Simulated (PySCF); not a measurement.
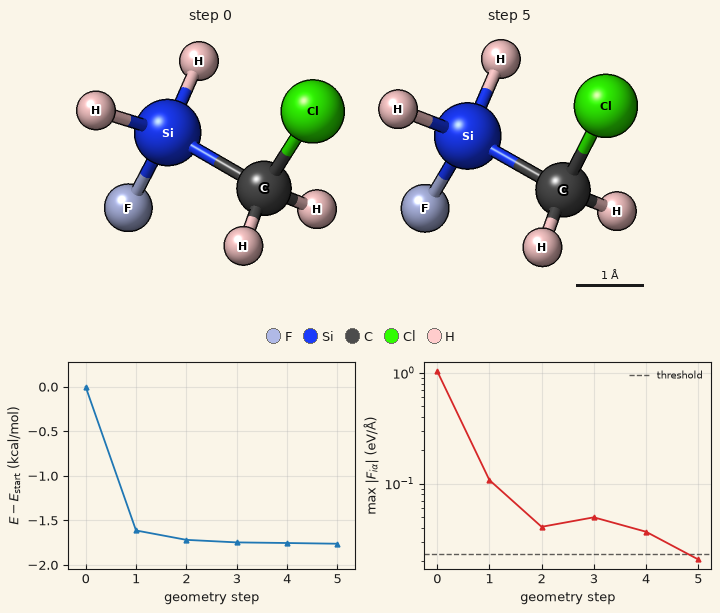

First and last geometry of a relaxation of CH$_{4}$ClFSi, with the history of the run. The picture is a ball-and-stick view, seen from a free direction.

The start comes from GFN2-xTB.

Method: PBE0-D3(BJ)/def2-SVP geometry optimisation, gas phase in PySCF 2.14.0, density-fitted response routines. 

Q: Did the run converge, and what did it change?

A: It converged. The atom that moves furthest after the best rigid fit is the Cl atom (0.14 Å). Largest moves by element: Cl 0.14 Å, H 0.08 Å, F 0.06 Å, Si 0.05 Å, C 0.02 Å. Near-neighbour distances that change, for instance: H–Si 1.452 → 1.486 Å, C–Si 1.906 → 1.880 Å, F–Si 1.612 → 1.628 Å, C–H 1.089 → 1.099 Å. Among the angles between lasting bonds that change: H–Si–H 116.3° → 111.9°, Si–C–Cl 109.6° → 105.5°, F–Si–C 105.2° → 108.6°. After 5 geometry steps the energy has fallen by 1.76 kcal/mol. Largest force component: 1 eV/Å at the start, 0.021 eV/Å at the end.

```
step  E − E(0), kcal/mol  largest force component, eV/Å
   0                0.00                         1.0371
   1               -1.61                         0.1077
   2               -1.72                         0.0407
   3               -1.75                         0.0496
   4               -1.75                         0.0368
   5               -1.76                         0.0207
```
